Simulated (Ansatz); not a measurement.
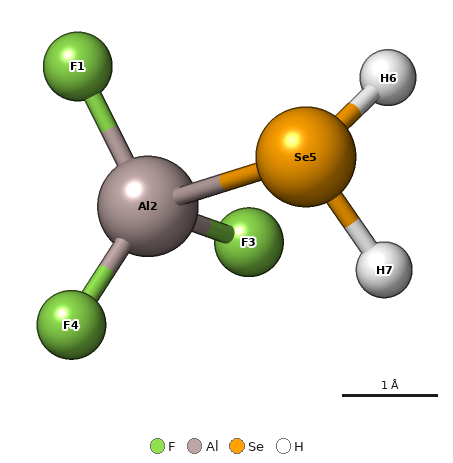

Fig. 1: The input geometry (ball-and-stick view, seen at a tilt; atoms are numbered from 1 in the order of the input). Sticks mark near contacts. Bond lengths as drawn: Al–F 1.65 Å, Al–Se 2.59 Å and H–Se 1.47 Å.

# Run report: AlH2SeF3, molecular dynamics

- system: AlH2SeF3, SMILES [F][Al-]([F])([F])[SeH2+]
- method: RKS PBE, rpa/6-31G* (Ansatz 0.2.0)

The geometry comes from this level: PBE0-D4/def2-TZVP.

Input:
```yaml
crystal:
  periodic: [false, false, false]
  atoms:
    - {symbol: F, position_ang: [0.566921, -1.065045, 1.835366]}
    - {symbol: Al, position_ang: [0.257769, -1.027924, 0.216060]}
    - {symbol: F, position_ang: [-1.290263, -1.333428, -0.267271]}
    - {symbol: F, position_ang: [1.470339, -1.431794, -0.825820]}
    - {symbol: Se, position_ang: [0.329153, 1.542773, -0.112107]}
    - {symbol: H, position_ang: [-0.967632, 1.758635, 0.545097]}
    - {symbol: H, position_ang: [-0.304986, 1.488784, -1.436926]}
basis:
  gaussian: {orbitals: "6-31G*"}
hamiltonian: {xc: {name: PBE}}
correlation: {method: rpa}
md: {timestep: 2 fs, n_steps: 20, ensemble: nvt_langevin, temperature: 1500, initial_velocities: maxwell_boltzmann, friction: 0.01, seed: 287}
```

Run on 4 threads of Arm Neoverse V1, 23 GiB of memory available, shared host.

Launched with:
```bash
ansatz run in.yaml --threads 4 --pin off --events-out ev --progress --plain --max-ram 10444MiB
```

Output:
```
Error: forces are implemented only for Hartree–Fock and Kohn–Sham states of molecules, for MP2, coupled cluster and FCI on these and for active spaces without a correction or with SC-NEVPT2: ask for no forces
```

What the run reported:

| quantity | value |
| --- | --- |
| outcome | refused by the program |

What went wrong:

The program refused the input: “forces are implemented only for Hartree–Fock and Kohn–Sham states of molecules, for MP2, coupled cluster and FCI on these and for active spaces without a correction or with SC-NEVPT2: ask for no forces”
